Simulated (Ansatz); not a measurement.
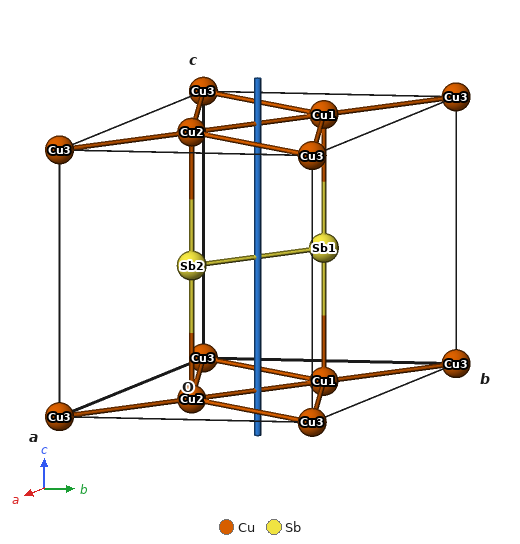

The coloured rod is the axis of a symmetry operation of the crystal. Crystal: Cu₃Sb₂, the input geometry of an electronic-structure calculation (not necessarily at equilibrium); the starting structure was generated, so it need not be a known form of this composition. Symmetry computed with spglib at a tolerance of 0.002 Å; standard conventional cell.

a = 4.853 Å, b = 4.853 Å, c = 5.322 Å, α = 90.00°, β = 90.00°, γ = 120.00°.

```json
{"atom": "Cu1", "x": "0.3333", "y": "0.6667", "z": "0.0000"}
{"atom": "Cu2", "x": "0.6667", "y": "0.3333", "z": "0.0000"}
{"atom": "Cu3", "x": "0.0000", "y": "0.0000", "z": "0.0000"}
{"atom": "Sb1", "x": "0.3333", "y": "0.6667", "z": "0.5000"}
{"atom": "Sb2", "x": "0.6667", "y": "0.3333", "z": "0.5000"}
```

Take the operation x, y, z → −x+1, −y+1, z.

Question: What kind of operation is it, and where does it lie?

Answer: It is a 2-fold rotation, about the line along [0 0 1] through (1/2, 1/2, 1/2).

Question: Onto which atom does it carry each atom (up to whole multiples of a, b and c)?

Answer: Cu1 → Cu2, Cu2 → Cu1, Cu3 → Cu3, Sb1 → Sb2, Sb2 → Sb1.

Question: What is the crystal's space group?

Answer: P6/mmm (No. 191).
